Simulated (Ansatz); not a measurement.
# AsF3 (arsenic trifluoride) at wB97X/cc-pVDZ

What is the electronic atomisation energy of AsF3 (arsenic trifluoride) at wB97X/cc-pVDZ? 

The calculation is run with Ansatz 0.2.0.

33 further runs of the same task are left out: 3 that didn't finish, 30 set aside as unsound or not needed.

### 1 The system as given

AsF3: 4 atoms, total charge 0, spin state singlet. As SMILES, `F[As](F)F`. Geometry: relaxed at PBE0-D4/def2-TZVP.

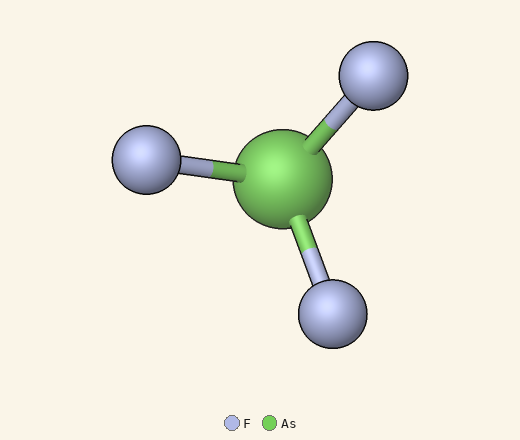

Viewed from a chosen angle; fluorine light blue, arsenic green.

### 2 The energy at wB97X/cc-pVDZ

The input, molecule.yaml:

```yaml
crystal:
  periodic: [false, false, false]
  atoms:
    - {symbol: F, position_ang: [-0.445870, 0.395590, 1.362650]}
    - {symbol: As, position_ang: [-0.461950, -0.457240, -0.125630]}
    - {symbol: F, position_ang: [1.203970, -0.865930, -0.112740]}
    - {symbol: F, position_ang: [-0.296160, 0.927580, -1.124280]}
basis:
  gaussian: {orbitals: cc-pVDZ}
hamiltonian: {xc: {name: wB97X}}
accuracy: high
output: {orbitals: {seedname: orbitals}}
```

Run with:

```console
$ ansatz run molecule.yaml --threads 1 --pin off --max-ram 3480MiB --events-out events.jsonl --progress --plain --runs-dir runs
```

Standard output:

```text
Warning: RAYON_NUM_THREADS=1 ignored (pool sized by the plan → 1); use --threads N
Functional definition: wB97X
  name "wB97X"
  parameter omega = 0.3/bohr
  parameter cx = 0.157706
  parameter cx1 = 0.726479
  parameter cx2 = 1.04760
  parameter cx3 = -5.70635
  parameter cx4 = 13.2794
  parameter css1 = -4.33879
  parameter css2 = 18.2308
  parameter css3 = -31.7430
  parameter css4 = 17.2901
  parameter cos1 = 2.37031
  parameter cos2 = -11.3995
  parameter cos3 = 6.58405
  parameter cos4 = -3.78132
  exchange = spin_sum(e_x_unif_sr(omega)*poly(b97_u_x, 1 - cx, cx1, cx2, cx3, cx4)) + cx*exact_x_sr(omega)
      + exact_x_lr(omega)
  correlation = spin_sum(e_c_pw_same_spin*poly(b97_u_same, 1, css1, css2, css3, css4))
      + integral(e_c_pw_opposite_spin*poly(b97_u_opposite, 1, cos1, cos2, cos3, cos4))
1414 factors; integrals over basis functions are off by at most 4.5e-9 eV
228 factors; integrals over basis functions are off by at most 1.5e-9 eV
mean field evaluation 1: about -68988.1602 eV, gradient 4.9e1 eV
mean field evaluation 2: about -68987.2797 eV, gradient 5.9e1 eV
mean field evaluation 4: about -68992.2898 eV, gradient 4.3e-1 eV
mean field evaluation 8: about -68992.3493 eV, gradient 2.0e-2 eV
mean field evaluation 16: about -68992.3493 eV, gradient 1.2e-5 eV
mean field -68992.34926474 eV, -2535.4220707853 hartree, gradient 7.9e-9 eV, S^2 0.000000; 0 other end points of the search recorded, 0 dependent functions left out
reference -68992.34926305 eV, -2535.4220707230 hartree; 30, 30 occupied and 39, 39 virtual orbitals, 1414 factors
Total energy: -68992.34926305 eV, -2535.4220707230 hartree
```

Wall time 14 s (1 thread of Arm Neoverse V2, shared host); peak memory 0.36 GiB.

### 3 The As atom

The input, job.yaml:

```yaml
crystal:
  periodic: [false, false, false]
  atoms:
    - {symbol: As, position_ang: [0.000000, 0.000000, 0.000000]}
basis:
  gaussian: {orbitals: cc-pVDZ}
magnetization: {spin_polarized: true, initial_magnetization: 3}
hamiltonian: {xc: {name: wB97X}}
accuracy: high
```

Run the same way, it converges to -2235.81090 Eh (log not shown).

### 4 The F atom at the same level

The input, input.yaml:

```yaml
crystal:
  periodic: [false, false, false]
  atoms:
    - {symbol: F, position_ang: [0.000000, 0.000000, 0.000000]}
basis:
  gaussian:
    orbitals: cc-pVDZ
magnetization:
  spin_polarized: true
  initial_magnetization: 1
hamiltonian:
  xc: {name: wB97X}
accuracy: high
```

Run the same way, it converges to -99.70543 Eh (log not shown).

### 5 What came out

Level: wB97X/cc-pVDZ.

```
                     quantity           value
       molecule: total energy  -2535.42207 Eh
        molecule: HOMO energy       -11.92 eV
        molecule: LUMO energy         1.70 eV
      molecule: HOMO–LUMO gap        13.62 eV
        As atom: total energy  -2235.81090 Eh
                As atom: ⟨S²⟩           3.751
         F atom: total energy    -99.70543 Eh
                 F atom: ⟨S²⟩           0.751
electronic atomisation energy       13.466 eV
```

In words: Taking the molecule apart into free atoms costs 13.47 eV (1299 kJ/mol), before zero-point energy and without spin-orbit coupling.
